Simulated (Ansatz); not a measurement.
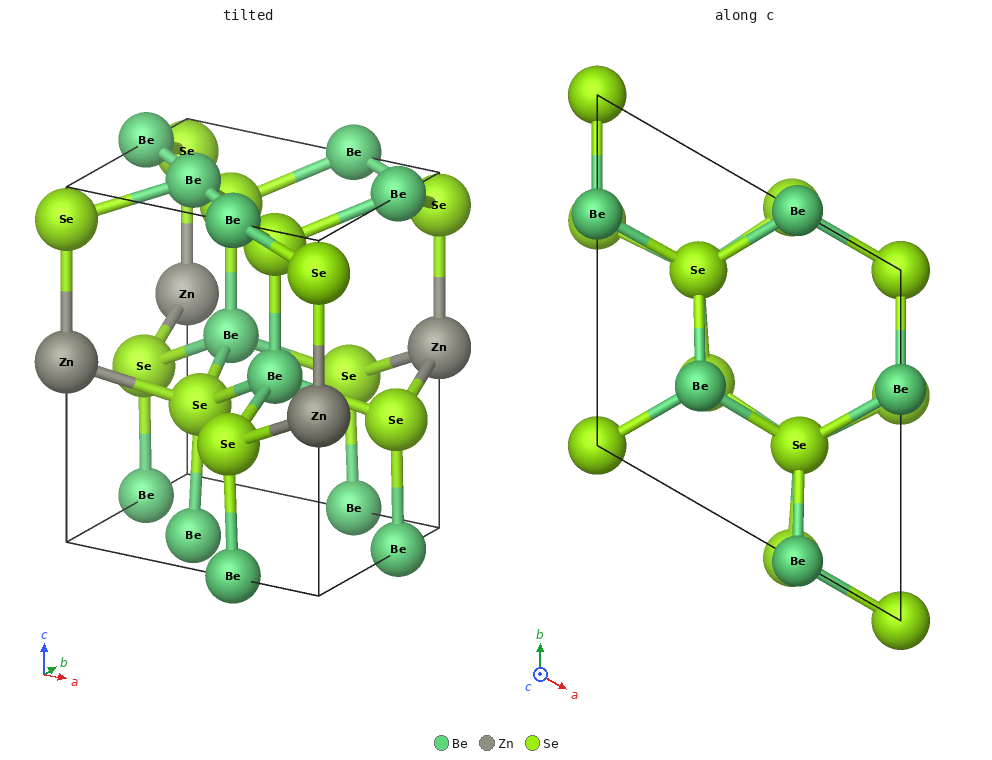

A ball-and-stick rendering, viewed slightly off an axis and along the c axis. The conventional unit cell is drawn as a box.

Be5ZnSe6, space group P31m (No. 157), a = 6.435 Å, b = 6.435 Å, c = 6.118 Å, α = 90.00°, β = 90.00°, γ = 120.00°. Starting structure: a structure type filled with these elements by a generator (whether the compound takes this form wasn't checked). Earlier steps of the study, as a rule a relaxation of our own, may have changed the cell and positions, so they can lie some per cent off the listed ones. Ansatz was used for an electronic-structure calculation on it.

This one geometry was computed with Ansatz (DFT, plane waves, PAW) at three levels of theory: PBEsol, PBE and r2SCAN.

**Which level gives the highest pressure at this volume, and what does that say about its equilibrium volume?**

Highest: PBE (0.0 GPa), which points to the largest equilibrium volume. Lowest, with the smallest volume: PBEsol (-2.4 GPa). Levels within 0.5 GPa of each other can't be told apart.

**How does the band gap change with the level of theory?**

PBEsol: a gap of 2.86 eV, indirect; PBE: a gap of 2.96 eV, indirect; r2SCAN: a gap of 3.46 eV, indirect.

**Collect the results in a table.**

| level | cutoff (eV) | k-mesh of the run's cell | gap (eV) | pressure (GPa) |
| --- | --- | --- | --- | --- |
| PBEsol | 420 | 6×6×4 | 2.86 | -2.4 |
| PBE | 420 | 6×6×4 | 2.96 | 0.0 |
| r2SCAN | 500 | 6×6×4 | 3.46 | -1.0 |

Gaps are taken on the k-mesh or band path of each run.
